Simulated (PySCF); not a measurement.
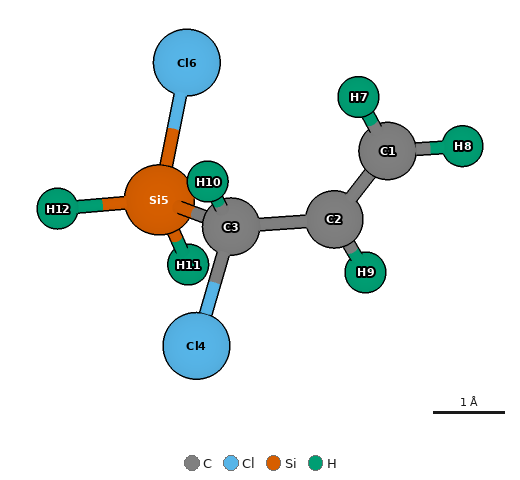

Fig. 1: The structure as given in the input (ball-and-stick view, seen at a tilt; atoms are numbered from 1 in the order of the input). Bond lengths as drawn: Cl–Si 2.07 Å, C–C 1.33 to 1.49 Å, C–Cl 1.81 Å, C–H 1.09 to 1.10 Å, C–Si 1.90 Å and H–Si 1.49 Å.

## Two runs on C3H6Cl2Si

System: C3H6Cl2Si.
Method of run 1: TDDFT PBE0/def2-SVP, vertical, gas phase, core orbitals frozen in the response (PySCF 2.14.0).

The geometry comes from this level: PBE0-D3(BJ)/def2-SVP. Text and figures count atoms from 1; the logs count them from 0 in places.

## Input, run 1
```
{"job": {"kind": "uv", "xc": "PBE0", "basis": "def2-SVP"}, "charge": 0, "multiplicity": 1}
C      1.855020     0.879384     1.043511
C      0.924952    -0.035613     0.764509
C     -0.247373    -0.316974     1.632353
Cl    -0.500523    -2.101222     1.844057
Si    -1.897044     0.273320     0.908140
Cl    -1.804677     2.329098     0.672362
H      1.839057     1.452690     1.975505
H      2.661669     1.095710     0.339327
H      0.963972    -0.592360    -0.179260
H     -0.110578     0.105997     2.639096
H     -2.104226    -0.358913    -0.421154
H     -2.998197    -0.049306     1.852600
```

The first line tells a small driver script what to run in PySCF; the rest is the geometry in Å.

Launched with:
```bash
OMP_NUM_THREADS=1 python <driver script> task.json out
```

Hardware: 1 CPU thread, shared host.

## Output (run 1)
```
coarse grid: 11856 points
cycle   1  E = -1326.6332466231  dE =  4.029e-01  |g| = 3.478e-01  |ddm| = 3.502e+00
cycle   2  E = -1326.6229245133  dE =  1.032e-02  |g| = 4.018e-01  |ddm| = 9.722e-01
cycle   3  E = -1326.6667316101  dE = -4.381e-02  |g| = 7.954e-02  |ddm| = 5.586e-01
cycle   4  E = -1326.6682506542  dE = -1.519e-03  |g| = 3.012e-02  |ddm| = 1.046e-01
cycle   5  E = -1326.6684784593  dE = -2.278e-04  |g| = 7.298e-03  |ddm| = 3.331e-02
cycle   6  E = -1326.6684920186  dE = -1.356e-05  |g| = 1.507e-03  |ddm| = 9.571e-03
cycle   7  E = -1326.6684925753  dE = -5.567e-07  |g| = 5.238e-04  |ddm| = 2.125e-03
final grid: 101280 points
cycle   8  E = -1326.8120951634  dE = -1.461e-05  |g| = 5.391e-03  |ddm| = 1.873e-02
cycle   9  E = -1326.8120917896  dE =  3.374e-06  |g| = 6.454e-03  |ddm| = 1.243e-02
cycle  10  E = -1326.8121031616  dE = -1.137e-05  |g| = 9.206e-04  |ddm| = 7.348e-03
cycle  11  E = -1326.8121033739  dE = -2.123e-07  |g| = 1.975e-04  |ddm| = 1.183e-03
cycle  12  E = -1326.8121033840  dE = -1.006e-08  |g| = 6.234e-05  |ddm| = 2.677e-04
cycle  13  E = -1326.8121033849  dE = -9.722e-10  |g| = 1.922e-05  |ddm| = 8.227e-05
converged SCF energy = -1326.8121033849

Static polarisability (au): isotropic 73.351, principal 57.132 70.835 92.085

Singlet excitations
state   eV       nm        f      main configurations
  1   6.1524    201.5   0.09083   H->L 0.64, H-1->L 0.29
  2   6.6614    186.1   0.05614   H-1->L 0.49, H-2->L 0.18, H->L 0.12
  3   7.0164    176.7   0.03864   H-2->L 0.51, H->L+1 0.20, H-3->L 0.10
  4   7.2610    170.8   0.06353   H->L+1 0.55, H->L+2 0.18, H-2->L 0.09
  5   7.2906    170.1   0.00355   H-3->L 0.47, H->L+2 0.32, H-2->L 0.15
  6   7.3169    169.4   0.18309   H->L+2 0.34, H-3->L 0.23, H->L 0.10
  7   7.6192    162.7   0.02443   H-4->L 0.88
  8   7.8465    158.0   0.03309   H-1->L+1 0.64, H-1->L+2 0.12
  9   7.9958    155.1   0.02724   H->L+3 0.84
 10   8.0322    154.4   0.00326   H-1->L+2 0.46, H-2->L+1 0.20

Triplet excitations (Tamm-Dancoff, eV): 4.0966 5.7464 6.1930 6.7209
```

For run 2 the input was changed thus:
```diff
-"basis": "def2-SVP"
+"basis": "6-31+G*"
```

What does this change do to the results?

The total energy of run 2 is 257.5 kcal/mol lower, which measures the change of basis and not a stability. The HOMO goes from −7.64 to −7.76 eV. The LUMO goes from −0.57 to −0.90 eV. The dipole moment goes from 0.70 to 0.73 D. The lowest excitation goes from 6.15 to 5.95 eV. The strongest computed line goes from 7.32 to 6.97 eV. Diffuse functions give room to the loosely bound empty orbitals, which lowers the LUMO. The SCF takes 14 iterations against 13. The basis functions go from 126 to 132.

## Output (run 2)
```
coarse grid: 11856 points
cycle   1  E = -1327.2487832586  dE =  4.772e-01  |g| = 3.479e-01  |ddm| = 4.664e+00
cycle   2  E = -1327.2408717293  dE =  7.912e-03  |g| = 3.926e-01  |ddm| = 3.800e+00
cycle   3  E = -1327.2844790143  dE = -4.361e-02  |g| = 7.167e-02  |ddm| = 2.688e+00
cycle   4  E = -1327.2856950473  dE = -1.216e-03  |g| = 2.987e-02  |ddm| = 2.658e-01
cycle   5  E = -1327.2859209596  dE = -2.259e-04  |g| = 6.851e-03  |ddm| = 9.065e-02
cycle   6  E = -1327.2859333693  dE = -1.241e-05  |g| = 1.421e-03  |ddm| = 4.025e-02
cycle   7  E = -1327.2859338714  dE = -5.021e-07  |g| = 4.320e-04  |ddm| = 5.437e-03
final grid: 101280 points
cycle   8  E = -1327.2224650331  dE = -1.372e-05  |g| = 5.874e-03  |ddm| = 5.850e-02
cycle   9  E = -1327.2224606018  dE =  4.431e-06  |g| = 7.177e-03  |ddm| = 2.091e-02
cycle  10  E = -1327.2224747731  dE = -1.417e-05  |g| = 9.641e-04  |ddm| = 1.660e-02
cycle  11  E = -1327.2224750176  dE = -2.445e-07  |g| = 1.993e-04  |ddm| = 3.054e-03
cycle  12  E = -1327.2224750274  dE = -9.759e-09  |g| = 7.278e-05  |ddm| = 7.448e-04
cycle  13  E = -1327.2224750288  dE = -1.415e-09  |g| = 1.711e-05  |ddm| = 2.133e-04
cycle  14  E = -1327.2224750289  dE = -8.276e-11  |g| = 4.299e-06  |ddm| = 9.463e-05
converged SCF energy = -1327.2224750289

Static polarisability (au): isotropic 83.686, principal 65.115 83.241 102.701

Singlet excitations
state   eV       nm        f      main configurations
  1   5.9483    208.4   0.11469   H->L 0.75, H-1->L 0.15
  2   6.4382    192.6   0.03538   H-1->L 0.69
  3   6.6963    185.2   0.03733   H->L+1 0.77, H->L+2 0.14
  4   6.7859    182.7   0.00184   H-2->L 0.49, H->L+2 0.28, H-3->L 0.18
  5   6.9728    177.8   0.24366   H->L+2 0.42, H-2->L 0.13, H->L 0.12
  6   7.1103    174.4   0.01303   H->L+3 0.52, H->L+4 0.25
  7   7.1456    173.5   0.01207   H-3->L 0.63, H-2->L 0.18
  8   7.3458    168.8   0.02473   H->L+4 0.59, H->L+3 0.15, H->L+6 0.12
  9   7.4187    167.1   0.01983   H->L+5 0.76, H-1->L+2 0.11
 10   7.4477    166.5   0.05141   H-4->L 0.44, H-1->L+1 0.34

Triplet excitations (Tamm-Dancoff, eV): 4.0709 5.5823 6.0410 6.3997
```

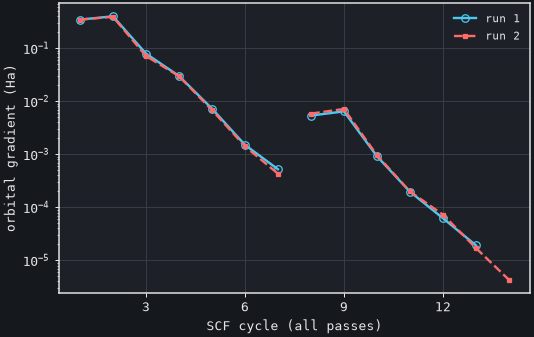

Fig. 2: Convergence of the two runs: orbital gradient against the SCF cycle. A break in a curve parts two SCF passes (coarse and final grid). Run 1 takes 13 cycles in all, and run 2 takes 14.

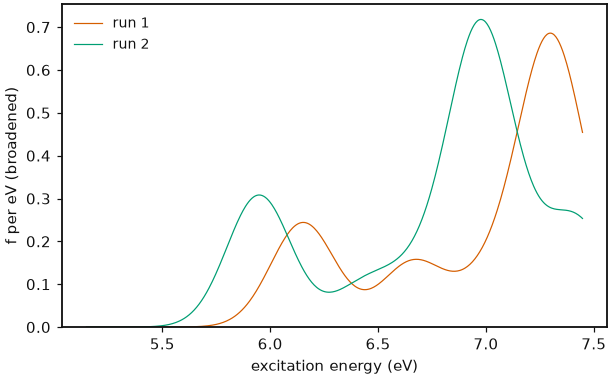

Fig. 3: Absorption of the two runs from their computed states, each broadened by a Gaussian of 0.35 eV full width; the range ends where the shorter list of states ends.

## The two runs side by side

| quantity | run 1 | run 2 |
| --- | --- | --- |
| outcome | converged | converged |
| total energy (hartree) | −1326.812103 | −1327.222475 |
| HOMO (eV) | −7.64 | −7.76 |
| LUMO (eV) | −0.57 | −0.90 |
| dipole moment (D) | 0.70 | 0.73 |
| lowest excitation (eV) | 6.15 | 5.95 |
| SCF iterations | 13 | 14 |
| strongest computed line (eV) | 7.32 | 6.97 |
| basis functions | 126 | 132 |
| wall time (shared host) | 16 s | 20 s |
